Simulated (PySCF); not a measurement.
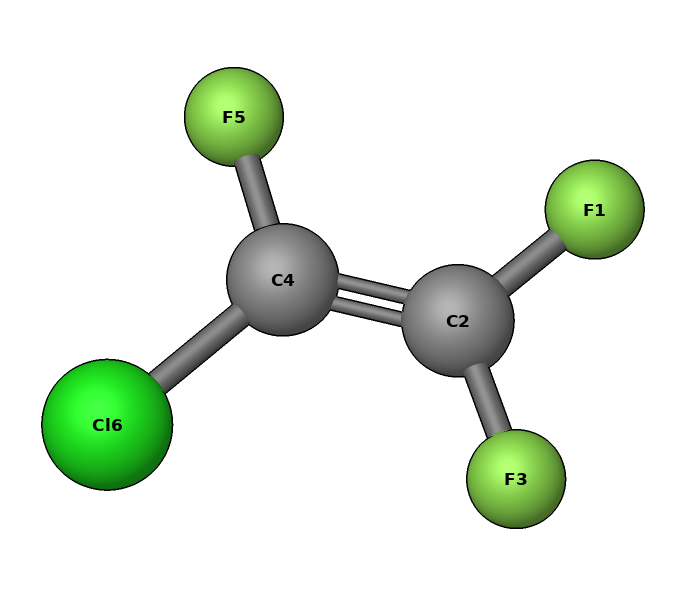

Computed geometry: GFN2-xTB optimisation. No frequency run is at hand to confirm it as a minimum. Method: delta-SCF UKS SCAN, pcX-2 on the ionised atom, pcseg-1 elsewhere, spin-free X2C (PySCF 2.14.0).

Give the core-electron binding energies (to vacuum; p and d levels without spin–orbit splitting) of F1 1s, C2 1s, F3 1s, C4 1s, F5 1s, Cl6 1s, Cl6 2p.

```csv
atom,level,binding energy (eV)
F1,1s,694.7
C2,1s,296.0
F3,1s,694.7
C4,1s,295.1
F5,1s,694.3
Cl6,1s,2830.3
Cl6,2p,208.2
```
